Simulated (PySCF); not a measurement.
# C3H9NSi (SMILES C[Si]N(C)C) at 6 levels

Wanted: a comparison of 6 runs (HF/STO-3G, B3LYP/6-31G*, BHLYP/cc-pVDZ, M06-2X/cc-pVDZ, PBE0/cc-pVDZ, wB97X/cc-pVDZ) of C3H9NSi. The job is set up through a Python script.

Program for the calculation: PySCF 2.14.0.

1 further run of the same task is left out (set aside as unsound or not needed).

**1. The molecule**

C3H9NSi: 14 atoms, total charge 0, spin state singlet. As SMILES, `C[Si]N(C)C`. Geometry: relaxed at PBE0-D4/def2-TZVP. This is one conformer, not always the lowest.

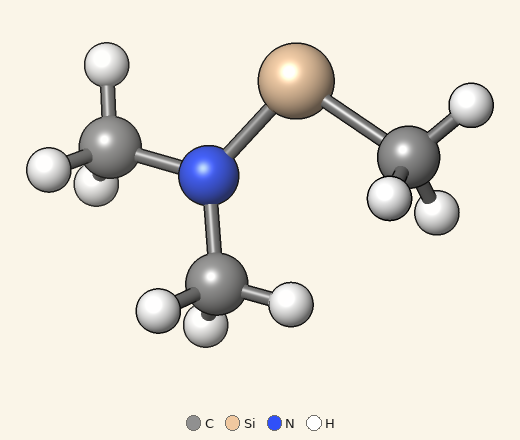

The structure, seen from a chosen angle (carbon grey, silicon light orange, nitrogen blue, hydrogen white).

**2. A single-point energy at HF/STO-3G (run 1)**

Input file input.py:

```python
from pyscf import gto

system = gto.M(
    atom=[
    ('C', (-1.926900, 0.083900, 1.290000)),
    ('Si', (-0.860000, 1.344200, 0.334800)),
    ('N', (0.370400, 0.332300, -0.310900)),
    ('C', (0.561800, -1.093100, -0.177000)),
    ('C', (1.405000, 0.939100, -1.123500)),
    ('H', (-2.344800, -0.686600, 0.632200)),
    ('H', (-1.362500, -0.422500, 2.081200)),
    ('H', (-2.763700, 0.604300, 1.762300)),
    ('H', (-0.219600, -1.539200, 0.434400)),
    ('H', (1.531400, -1.314500, 0.287000)),
    ('H', (0.552100, -1.581800, -1.159600)),
    ('H', (2.397200, 0.779300, -0.683400)),
    ('H', (1.415100, 0.511300, -2.133800)),
    ('H', (1.231600, 2.014000, -1.204700)),
],
    verbose=3,
    max_memory=1860,
    charge=0,
    basis='sto-3g',
)

mf = system.RHF()
mf.conv_tol = 1e-10
mf.kernel()
if not mf.converged:
    mf = mf.newton().run(mf.mo_coeff, mf.mo_occ)

e_final = mf.e_tot
print('Final energy', e_final)
```

Started as:

```console
$ OMP_NUM_THREADS=1 python input.py
```

The program printed:

```text
converged SCF energy = -456.793714950619
Final energy -456.7937149506192
```

Run time: 1.2 s. Hardware: 1 thread of Intel Xeon Platinum 8259CL at 2.50GHz (Skylake/Cascade Lake), shared host; peak memory 0.12 GiB.

**3. A single-point energy at B3LYP/6-31G(d) (spherical functions) (run 2)**

Input file calc.py:

```python
# C[Si]N(C)C
from pyscf import gto, dft

molecule = gto.Mole()
molecule.atom = '''
C     -3.641313     0.158548     2.437747
Si    -1.625164     2.540170     0.632680
N      0.699955     0.627956    -0.587516
C      1.061648    -2.065660    -0.334482
C      2.655065     1.774642    -2.123107
H     -4.431030    -1.297486     1.194685
H     -2.574752    -0.798409     3.932898
H     -5.222636     1.141961     3.330264
H     -0.414984    -2.908666     0.820897
H      2.893927    -2.484045     0.542351
H      1.043318    -2.989169    -2.191326
H      4.530051     1.472664    -1.291439
H      2.674151     0.966217    -4.032298
H      2.327387     3.805908    -2.276553
'''
molecule.basis = '6-31g*'
molecule.verbose = 3
molecule.unit = 'bohr'
molecule.max_memory = 1860
molecule.spin = 0
molecule.build()

calc0 = dft.RKS(molecule, xc='b3lyp')
calc0.conv_tol = 1e-10
calc0.grids.level = 5
calc0.kernel()
if not calc0.converged:
    calc0 = calc0.newton().run(calc0.mo_coeff, calc0.mo_occ)

etot = calc0.e_tot
print(f'total energy: {etot:.8f} hartree')
```

Started as:

```console
$ OMP_NUM_THREADS=1 python calc.py
```

The program printed:

```text
converged SCF energy = -463.962653641715
total energy: -463.96265364 hartree
```

It took 30 s on 1 thread of Intel Xeon Platinum 8259CL at 2.50GHz (Skylake/Cascade Lake), shared host; peak memory 0.48 GiB.

Run 3 isn't shown in full; the table further down has it.

**4. The energy at M06-2X/cc-pVDZ (run 4)**

Input file calc.py:

```python
from pyscf import gto, dft

mol = gto.M(
    atom='''
C     -1.926900     0.083900     1.290000
Si    -0.860000     1.344200     0.334800
N      0.370400     0.332300    -0.310900
C      0.561800    -1.093100    -0.177000
C      1.405000     0.939100    -1.123500
H     -2.344800    -0.686600     0.632200
H     -1.362500    -0.422500     2.081200
H     -2.763700     0.604300     1.762300
H     -0.219600    -1.539200     0.434400
H      1.531400    -1.314500     0.287000
H      0.552100    -1.581800    -1.159600
H      2.397200     0.779300    -0.683400
H      1.415100     0.511300    -2.133800
H      1.231600     2.014000    -1.204700
''',
    verbose=4,
    spin=0,
    max_memory=1860,
    basis='cc-pvdz',
)

ks = dft.RKS(mol, xc='m06-2x')
ks.grids.level = 5
ks.conv_tol = 1e-10
ks.kernel()
if not ks.converged:
    ks = ks.newton().run(ks.mo_coeff, ks.mo_occ)

etot = ks.e_tot
print('E(%s) = %.9f' % ('M06-2X', etot))
```

Started as:

```console
$ OMP_NUM_THREADS=1 python calc.py
```

The program printed:

```text
PySCF version 2.14.0

[... 85 lines left out ...]
converged SCF energy = -463.856097649472
E(M06-2X) = -463.856097649
```

Wall time 74 s (1 thread of Intel Xeon Platinum 8259CL at 2.50GHz (Skylake/Cascade Lake), shared host); peak memory 0.73 GiB.

Run 5 isn't shown in full; the table further down has it.

**5. The energy at wB97X/cc-pVDZ (run 6)**

Input file input.py:

```python
from pyscf import gto, dft

system = gto.M(
    atom='''
C   -1.926900   0.083900   1.290000
Si  -0.860000   1.344200   0.334800
N    0.370400   0.332300  -0.310900
C    0.561800  -1.093100  -0.177000
C    1.405000   0.939100  -1.123500
H   -2.344800  -0.686600   0.632200
H   -1.362500  -0.422500   2.081200
H   -2.763700   0.604300   1.762300
H   -0.219600  -1.539200   0.434400
H    1.531400  -1.314500   0.287000
H    0.552100  -1.581800  -1.159600
H    2.397200   0.779300  -0.683400
H    1.415100   0.511300  -2.133800
H    1.231600   2.014000  -1.204700
''',
    verbose=3,
    spin=0,
    basis='cc-pvdz',
    max_memory=1860,
)

ks = dft.RKS(system, xc='wb97x')
ks.conv_tol = 1e-10
ks.grids.level = 5
ks.kernel()
if not ks.converged:
    ks = ks.newton().run(ks.mo_coeff, ks.mo_occ)

etot = ks.e_tot
print('E(%s) = %.9f' % ('WB97X', etot))
```

Started as:

```console
$ OMP_NUM_THREADS=1 python input.py
```

The program printed:

```text
converged SCF energy = -463.908543977813
E(WB97X) = -463.908543978
```

Run time: 83 s. Hardware: 1 thread of Intel Xeon Platinum 8259CL at 2.50GHz (Skylake/Cascade Lake), shared host; peak memory 0.67 GiB.

**6. All runs side by side**

| run | level | integration grid | energy (Eh) | dipole moment (D) | HOMO energy (eV) | LUMO energy (eV) | wall time |
| --- | --- | --- | --- | --- | --- | --- | --- |
| 1 | HF/STO-3G | – | -456.793715 | 0.56 | -5.88 | 7.20 | 1.2 s |
| 2 | B3LYP/6-31G* (spherical functions) | 5 | -463.962654 | 2.33 | -5.51 | -1.09 | 30 s |
| 3 | BHLYP/cc-pVDZ | 5 | -463.847818 | 2.05 | -6.73 | -0.02 | 43 s |
| 4 | M06-2X/cc-pVDZ | 5 | -463.856098 | 2.08 | -6.75 | -0.12 | 74 s |
| 5 | PBE0/cc-pVDZ | 5 | -463.628475 | 2.27 | -5.77 | -0.96 | 39 s |
| 6 | wB97X/cc-pVDZ | 5 | -463.908544 | 2.20 | -8.07 | 1.12 | 83 s |

**7. Summary of results**

```
            quantity          value
 run 6: total energy  -463.90854 Eh
run 6: dipole moment         2.20 D
  run 6: HOMO energy       -8.07 eV
  run 6: LUMO energy        1.12 eV
run 6: HOMO–LUMO gap        9.19 eV
```

The dipole moment (its size) runs from 0.56 D (HF/STO-3G) to 2.33 D (B3LYP/6-31G*). The two ends differ in method and basis. The HOMO–LUMO gap runs from 4.42 eV (B3LYP/6-31G*) to 13.08 eV (HF/STO-3G). Totals of different functionals can't be ranked against each other. In run 1 the basis is minimal, so the values are rough. All runs together took 4.5 min, the longest 83 s.
